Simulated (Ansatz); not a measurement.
# What CsSe4Cl (built on the sites of a database entry of CsClO4) distorts into, part 3 of 3

Wanted: the energy along a soft mode of CsSe4Cl (built on the sites of a database entry of CsClO4) and the structure at the end.

Ansatz 0.2.0; DFT PBEsol, scalar-relativistic, plane waves, PAW.

So far. Step 4 (The mode frozen in, largest atomic shift 0.22 Å): The run ends at a pressure of 1.12 GPa, with forces up to 0.87 eV/Å. Step 5 (Energy along the mode, all amplitudes (two of the runs …): The lowest of the steps tried is at 0.22 Å, 62.5 meV/atom below the parent; the bottom of the well need not coincide with a step.

The structure was built from a prototype and need not be the compound's stable phase.

**6. Relaxation from the frozen mode (continued)**

Relaxation path (22 of 28):

| step | energy less that of the first step (eV) | largest force component (eV/Å) | pressure (GPa) | volume (Å³) |
| --- | --- | --- | --- | --- |
| 1 | 0.0000 | 0.8630 | 1.12 | 475.22 |
| 2 | -0.6450 | 0.6144 | 0.24 | 496.83 |
| 4 | -1.5839 | 0.3928 | -0.35 | 535.28 |
| 5 | -1.9245 | 0.2117 | -0.56 | 536.09 |
| 6 | -2.1718 | 0.2095 | -0.63 | 525.42 |
| 7 | -2.4587 | 0.2246 | -0.34 | 509.98 |
| 9 | -3.0979 | 0.2234 | 0.07 | 479.91 |
| 10 | -3.0297 | 0.8240 | 0.72 | 469.71 |
| 11 | -3.2031 | 0.1781 | -0.21 | 478.53 |
| 13 | -3.3667 | 0.0735 | -0.33 | 467.37 |
| 14 | -3.4516 | 0.1376 | -0.18 | 446.08 |
| 15 | -3.5073 | 0.2283 | -0.43 | 423.55 |
| 16 | -3.6027 | 0.1342 | -0.19 | 403.86 |
| 18 | -3.6934 | 0.0603 | 0.23 | 385.09 |
| 19 | -3.6502 | 0.3127 | -0.05 | 389.29 |
| 20 | -3.7077 | 0.0297 | 0.03 | 391.09 |
| 22 | -3.7099 | 0.0220 | 0.00 | 392.87 |
| 23 | -3.7105 | 0.0144 | -0.03 | 393.14 |
| 24 | -3.7110 | 0.0055 | -0.01 | 392.71 |
| 25 | -3.7111 | 0.0025 | -0.01 | 392.25 |
| 27 | -3.7111 | 0.0010 | 0.00 | 392.10 |
| 28* | -3.7077 | 0.0013 | 0.00 | 392.10 |

Relaxation steps marked * repeat the geometry before them on a plane-wave basis chosen anew for their cell, so energy and pressure can jump there. Other such steps can lie between the rows shown. Relaxation steps 10, 19, 26 were tried and not accepted.

The run keeps the 4 symmetry operations that it works with, so distortions that break them were not tested.

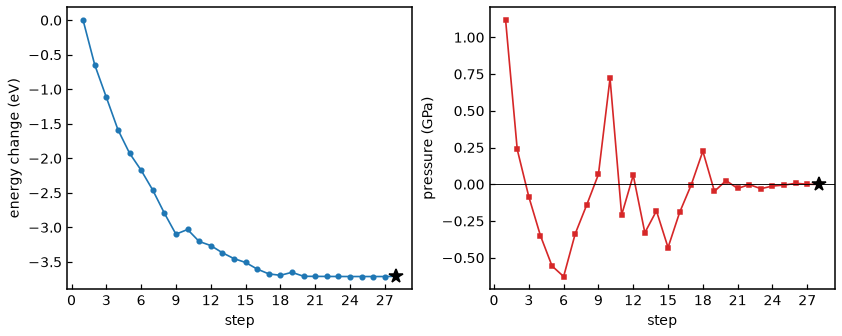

Energy and pressure along the relaxation. Stars mark steps on a basis chosen anew.

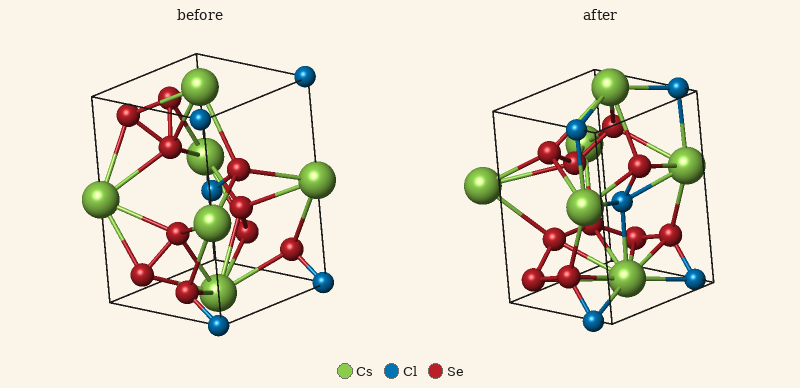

The structure before and after the relaxation, drawn at the same scale. Bonds to atoms that aren't drawn are left out.

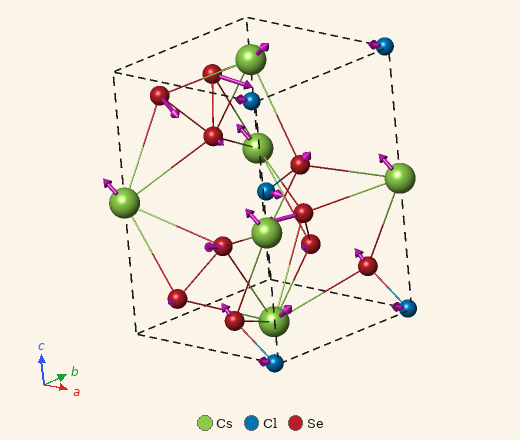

Displacements in the relaxation, scaled, measured against the changing cell; the longest in the cell stands for 2.23 Å. Bonds to atoms that aren't drawn are left out. Some periodic images of atoms are drawn too.

| conventional cell, symmetrised | before | after | change |
| --- | --- | --- | --- |
| a (Å) | 6.952 | 6.748 | -2.9 % |
| b (Å) | 6.952 | 6.361 | -8.5 % |
| c (Å) | 9.832 | 9.135 | -7.1 % |
| volume (Å³/atom) | 39.60 | 32.67 | -17.5 % |

The atoms that moved most (Å, as changes of fractional coordinates times the final cell):

| atom | dx | dy | dz | length |
| --- | --- | --- | --- | --- |
| Se12 | -0.621 | 0.839 | 1.973 | 2.232 |
| Se10 | -0.621 | 1.973 | 0.839 | 2.232 |
| Se9 | -0.621 | -0.839 | -1.973 | 2.232 |
| Se11 | -0.621 | -1.973 | -0.839 | 2.232 |
| Cs1 | 0.840 | -0.744 | -0.744 | 1.346 |
| Cs2 | 0.840 | 0.744 | 0.744 | 1.346 |
| Cl4 | -0.045 | 0.703 | 0.703 | 0.995 |
| Cl3 | -0.045 | -0.703 | -0.703 | 0.995 |

The relaxed structure:

```
Cs Cl Se
1.0
     0.00000   -4.49820   -4.49820
     0.00000    4.77125   -4.77125
     9.13463    0.00000    0.00000
Cs Cl Se
2 2 8
Direct
  0.66591 0.50000 0.09198
  0.83409 0.00000 0.59198
  0.68311 0.50000 0.49505
  0.81689 0.00000 0.99505
  0.24501 0.50000 0.64750
  0.61115 0.00000 0.20386
  0.88885 0.50000 0.70386
  0.25499 0.00000 0.14750
  0.33222 0.81648 0.78080
  0.16778 0.31648 0.28080
  0.33222 0.18352 0.78080
  0.16778 0.68352 0.28080
```

This step gave:

```yaml
pressure: -7.35e-4 GPa
volume_per_atom: 32.67 Å³
gap_on_the_k_mesh: 0.4631 eV
```

The distorted start has space group Pmn2_1; the relaxation ends in Pmn2_1.

**7. Summary of results**

| Property | Result |
| --- | --- |
| unstable mode of the parent | q = (0, -0.5, -0.5), 163i cm⁻¹ |
| depth at the lowest point sampled | 62.5 meV/atom |
| largest atomic shift at that point | 0.22 Å |
| space group reached (within 0.01 Å) | Pmn2_1 |
| energy gained over the parent (first relaxation, on the mesh of the frozen mode) | 372 meV/atom |
| volume per atom, phase reached | 32.7 Å³ |
| gap on the k-mesh, phase reached | 0.463 eV |

In words: From this start the structure relaxes into Pmn2_1, 372 meV/atom below the parent. At the parent's cell the well is 62.51 meV/atom deep on the steps tried, with its lowest point at a shift of 0.22 Å. Relaxing atoms and cell changes the gain by +309.77 meV/atom against the lowest step (energies at zero smearing). Most of the total comes from this relaxation. The frozen pattern makes up only 15 % of the final shifts of the atoms, so other modes or strain give most of the change. The modes of the phase reached were not computed on this path. Each path keeps the symmetry of its pattern, so a lower phase may lie along a pattern not tried. With no gap, or one that is small against the smearing, the frequencies hang on the k mesh and the smearing, most of all near Kohn anomalies. The volume moved by more than a tenth on the k mesh of the start, so the energy gain is rough. A semilocal functional can close a gap that the real compound would have, so the metallic treatment may be an artefact of the level. Spin-orbit coupling is left out, which can matter for the heavy elements here. A phonon run warned that its eigensolver left some bands unconverged in a pass. The starting cell was built on a prototype and not taken from a measurement, so the phase need not exist.

[Logs are printed without paths, hosts, clocks, repeated set-up lines and the standing remarks that a program may print on its own settings, such as how far it seeks lower states.]

[Hosts, paths, dates, database ids (printed as entryN), source tags and the programs' standing remarks are cut or masked in the printed files.]
